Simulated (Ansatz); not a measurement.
Starting cell, Bi$_{2}$Te$_{3}$ (Bi2Te3 type, space group R-3m):

```
CELL_PARAMETERS angstrom
      2.19727     1.26859    10.46143
     -2.19727     1.26859    10.46143
      0.00000    -2.53719    10.46143
ATOMIC_POSITIONS crystal
  Bi 0.39834 0.39834 0.39834
  Bi 0.60166 0.60166 0.60166
  Te 0.00000 0.00000 0.00000
  Te 0.21376 0.21376 0.21376
  Te 0.78624 0.78624 0.78624
```

In each cell atom 5 (Te, nearest neighbour Bi at 3.061 Å; its periodic images, 4.4 Å or more away, move with it) moves by s·(0.000, 0.000, 1.000) (along Cartesian z), the rest being held.

All values below come from r2SCAN+rVV10 (plane waves to 500 eV, PAW, scalar-relativistic; Ansatz, a program for electronic structure). k mesh 7×7×7 (Γ-centred), Fermi-Dirac smearing 0.05 eV. Energies are smeared free energies. Bi2Te3 was relaxed with its symmetry unable to fall. Spin-orbit coupling is left out, though Bi and Te are heavy. The zero of ΔE is the undisplaced structure.

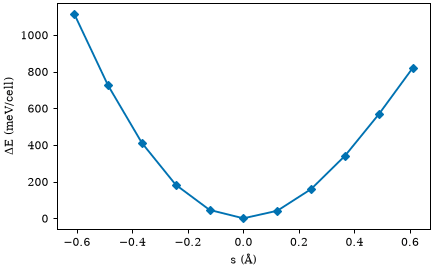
Fig. 1. ΔE (meV/cell) against s (Å); one marker a computed point.

**Question.** Is the energy the same for displacements of ±0.610 Å, and if not, which side lies higher?

**Answer.** Not even: the negative side lies higher at ±0.610 Å.

**Question.** What is the energy change at s = 0.610 Å?

**Answer.** About 820 meV/cell.

(For displaced atoms, the force is minus the slope of the energy, and its curvature is a force constant, which sets phonon frequencies.)
